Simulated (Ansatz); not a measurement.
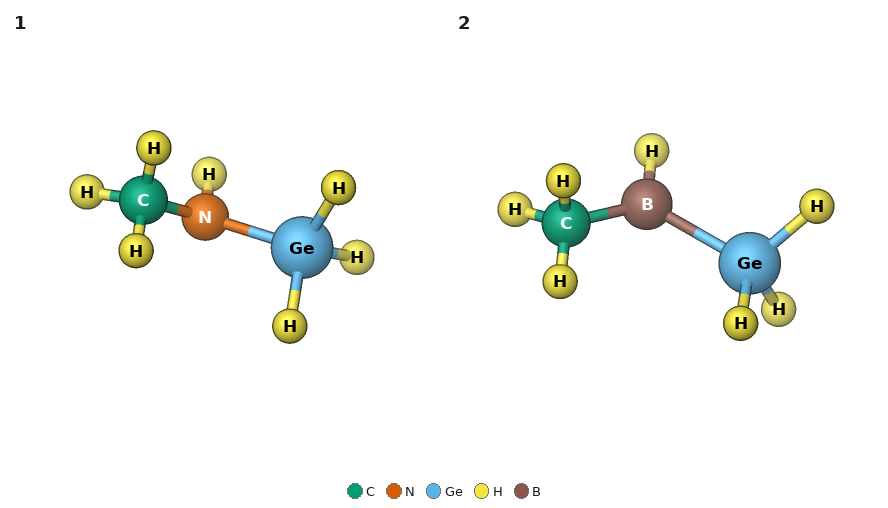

2 molecules with one skeleton, seen from the same side and at one scale. Each species is neutral and a spin singlet. Computed geometries: PBE0-D4/def2-TZVP optimisations, one conformation each. Properties computed with Ansatz 0.2.0.

One atom differs, called X below: N in panel 1, B in panel 2. Their formulas are CH7GeN (`C[NH][GeH3]`), CH7BGe (`C[BH][GeH3]`).

> In which is the length of X–C larger (PBE0-D4/def2-TZVP)?

In panel 2 (X = B).

> In which is the length of X–Ge larger (PBE0-D4/def2-TZVP)?

In panel 2 (X = B).

Give the values. With PBE0-D4/def2-TZVP: length of X–C (Å), length of X–Ge (Å), length of X–H (Å), angle C–X–H (°). With ωB97M-V/def2-QZVPP: HOMO energy (Kohn–Sham orbital) (eV), HOMO–LUMO gap (eV). With r2SCAN-D4/def2-TZVPP: dipole moment (D).

| quantity | 1 (N) | 2 (B) | 2 − 1 |
| --- | --- | --- | --- |
| length of X–C (Å) | 1.450 | 1.548 | +0.098 |
| length of X–Ge (Å) | 1.838 | 2.066 | +0.228 |
| length of X–H (Å) | 1.010 | 1.200 | +0.190 |
| angle C–X–H (°) | 111.6 | 119.3 | +7.7 |
| HOMO energy (Kohn–Sham orbital) (eV) | −9.02 | −10.00 | −0.98 |
| HOMO–LUMO gap (eV) | 10.62 | 10.16 | −0.46 |
| dipole moment (D) | 0.87 | 1.38 | +0.51 |
